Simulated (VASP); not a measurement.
Input:

```xyz
6
Lattice="-3.0891 3.0891 2.5215 3.0891 -3.0891 2.5215 3.0891 3.0891 -2.5215" Properties=species:S:1:pos:R:3 pbc="T T T"
Ta     2.0797     1.0095     2.5215
Ta     1.0095     2.0797     0.0000
Ta    -1.0095     2.0797     2.5215
Ta     4.0986     1.0095     0.0000
Si     0.0000     0.0000     1.2608
Si     0.0000     0.0000     3.7823
```

Computed with r2SCAN meta-GGA, VASP's PBE PAW potentials (set 64) (plane waves; VASP). Run with 400 eV cut-off, 9×9×9 Γ-centred mesh, tetrahedra with Blöchl corrections, potentials Ta_pv Si.

Unless said otherwise, spin-orbit coupling is left out, though it shifts the bands of the heavy elements here.

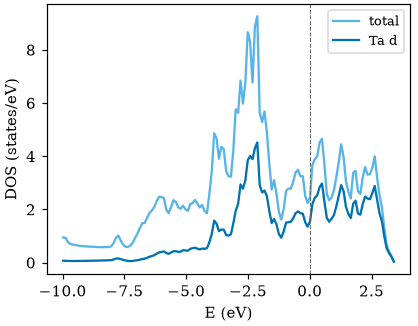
Total and projected density of states, zero at the Fermi level

Within 2 eV below the Fermi level the largest weight inside VASP's projection spheres is Ta d.

It has no gap at this level: it comes out as a metal or semimetal.

The structure comes from a computed database's Ta2Si entry (I4/mcm); how it stands against other phases isn't given here. It was relaxed first.
